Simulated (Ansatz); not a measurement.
# SiH2O (oxosilane): HSE06/def2-TZVPP

Aim: the vertical ionisation energy of SiH2O (oxosilane) at HSE06/def2-TZVPP, from 2 runs. 

The calculation is run with Ansatz 0.2.0.

50 further runs of the same task are left out: 50 set aside as unsound or not needed.

### Step 1. Starting point

SiH2O has 4 atoms, charge 0, and is taken as a singlet. SMILES: `O=[SiH2]`. The shape is that of a PBE0-D4/def2-TZVP optimisation.

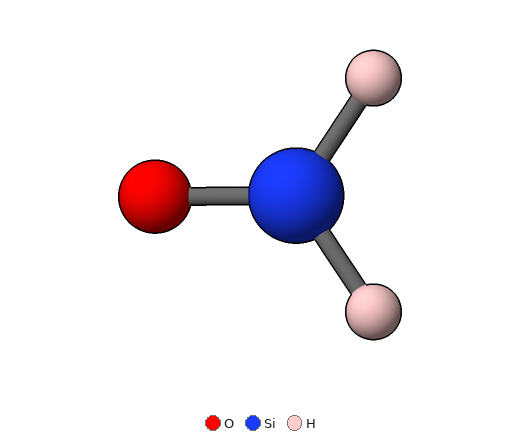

Viewed from a chosen angle; oxygen red, silicon blue, hydrogen pink.

### Step 2. A single-point energy at HSE06/def2-TZVPP

Input file molecule.yaml:

```yaml
crystal:
  periodic: [false, false, false]
  atoms:
    - symbol: O
      position_ang: [-0.283200, 0.413500, 1.469500]
    - symbol: Si
      position_ang: [-0.006700, 0.009800, 0.034900]
    - symbol: H
      position_ang: [0.439900, -1.346000, -0.376200]
    - symbol: H
      position_ang: [-0.150000, 0.922700, -1.128300]
basis:
  gaussian:
    orbitals: def2-TZVPP
accuracy: high
hamiltonian:
  xc: {name: HSE06}
output: {orbitals: {seedname: orbitals}}
```

Launch:

```console
$ ansatz run molecule.yaml --threads 1 --pin off --max-ram 3480MiB --events-out events.jsonl --progress --plain --runs-dir runs
```

The program printed:

```text
Warning: RAYON_NUM_THREADS=1 ignored (pool sized by the plan → 1); use --threads N
Functional definition: HSE06
  name "HSE06"
  parameter a = 0.25
  parameter omega = 0.11/bohr
  exchange = pbe_x - a*pbe_x_sr(omega) + a*exact_x_sr(omega)
  correlation = pbe_c
1618 factors; integrals over basis functions are off by at most 3.1e-9 eV
73 factors; integrals over basis functions are off by at most 1.5e-9 eV
mean field evaluation 1: about -9944.5739 eV, gradient 6.4e1 eV
mean field evaluation 2: about -9862.5151 eV, gradient 1.8e2 eV
mean field evaluation 4: about -9951.9368 eV, gradient 4.1e0 eV
mean field evaluation 8: about -9951.9736 eV, gradient 9.9e-2 eV
mean field evaluation 16: about -9951.9737 eV, gradient 2.0e-6 eV
mean field -9951.97366615 eV, -365.7282865410 hartree, gradient 1.9e-8 eV, S^2 0.000000; 0 other end points of the search recorded, 0 dependent functions left out
reference -9951.97366933 eV, -365.7282866578 hartree; 12, 12 occupied and 89, 89 virtual orbitals, 1618 factors
Total energy: -9951.97366933 eV, -365.7282866578 hartree
```

Wall time 4.8 s (1 thread of Arm Neoverse V2, shared host); peak memory 0.23 GiB.

### Step 3. The doublet cation at the same level

Input file run.yaml:

```yaml
crystal:
  periodic: [false, false, false]
  atoms:
    - {symbol: O, position_ang: [-0.283200, 0.413500, 1.469500]}
    - {symbol: Si, position_ang: [-0.006700, 0.009800, 0.034900]}
    - {symbol: H, position_ang: [0.439900, -1.346000, -0.376200]}
    - {symbol: H, position_ang: [-0.150000, 0.922700, -1.128300]}
basis:
  gaussian:
    orbitals: def2-TZVPP
total_charge: 1
magnetization:
  spin_polarized: true
  initial_magnetization: 1
hamiltonian:
  xc: {name: HSE06}
accuracy: high
output: {orbitals: {seedname: orbitals}}
```

Launch:

```console
$ ansatz run run.yaml --threads 1 --pin off --max-ram 3480MiB --events-out events.jsonl --progress --plain --runs-dir runs
```

The program printed (excerpt; [...] marks lines left out):

```text
Warning: RAYON_NUM_THREADS=1 ignored (pool sized by the plan → 1); use --threads N
[... 6 set-up lines as earlier in the session ...]
1618 factors; integrals over basis functions are off by at most 3.1e-9 eV
73 factors; integrals over basis functions are off by at most 1.5e-9 eV
mean field evaluation 1: about -9915.9001 eV, gradient 8.0e1 eV
mean field evaluation 2: about -9686.5321 eV, gradient 1.5e2 eV
mean field evaluation 4: about -9940.3461 eV, gradient 1.3e1 eV
mean field evaluation 8: about -9941.2754 eV, gradient 4.0e-1 eV
mean field evaluation 16: about -9941.2982 eV, gradient 8.7e-4 eV
mean field evaluation 32: about -9940.7253 eV, gradient 6.0e0 eV
mean field -9941.29817081 eV, -365.3359693233 hartree, gradient 4.9e-8 eV, S^2 0.758097; 2 other end points of the search recorded, 0 dependent functions left out
reference -9941.29817390 eV, -365.3359694371 hartree; 12, 11 occupied and 89, 90 virtual orbitals, 1618 factors
Total energy: -9941.29817390 eV, -365.3359694371 hartree
```

Run time: 9.6 s. Hardware: 1 thread of Arm Neoverse V2, shared host; peak memory 0.31 GiB.

### Step 4. Outcome

Level: HSE06/def2-TZVPP.

```
                                          quantity          value
                       singlet SiH2O: total energy  -365.72829 Eh
                        singlet SiH2O: HOMO energy       -7.88 eV
                        singlet SiH2O: LUMO energy       -2.60 eV
                      singlet SiH2O: HOMO–LUMO gap        5.28 eV
                      doublet cation: total energy  -365.33597 Eh
doublet cation: HOMO energy (highest over α and β)      -17.33 eV
 doublet cation: LUMO energy (lowest over α and β)      -13.53 eV
                              doublet cation: ⟨S²⟩          0.758
vertical ionisation energy (to the doublet cation)      10.675 eV
```

In words: The vertical ionisation energy comes to 10.68 eV (1030 kJ/mol). The negative HOMO energy of the first species, 7.88 eV, lies 2.80 eV below that difference.
